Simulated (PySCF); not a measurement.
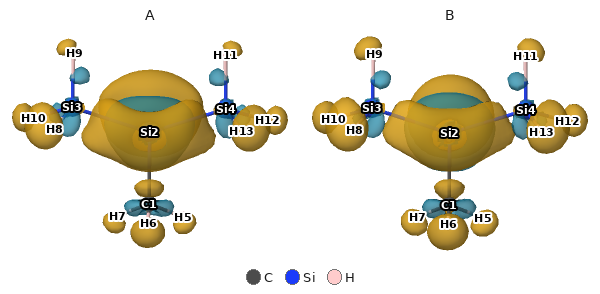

Figure. CH9Si3, doublet, SMILES `C[Si]([SiH3])[SiH3]`. The two Fukui functions at ±0.02 e/Å³ (yellow positive, teal negative).

Level of theory: PBE0/def2-SVP (PySCF), at a geometry from GFN2-xTB. No frequency check shows the geometry to be a minimum. GFN2-xTB doesn't know the spin state, so this open-shell geometry is rough.

Question: Why do the two look alike?

Answer: The electron leaves from or enters the same singly occupied orbital. A is f⁺, B is f⁻. f⁻ (Hirshfeld-condensed) is largest on Si2 (0.38); the vertical ionisation energy is 7.82 eV (to the singlet cation, which needn't be its lowest state). f⁺ (Hirshfeld-condensed) is largest on Si2 (0.37); the vertical electron affinity is 1.10 eV (to the singlet anion, which needn't be its lowest state; the anion's highest orbital has positive energy, so this value and f⁺ depend on the basis).
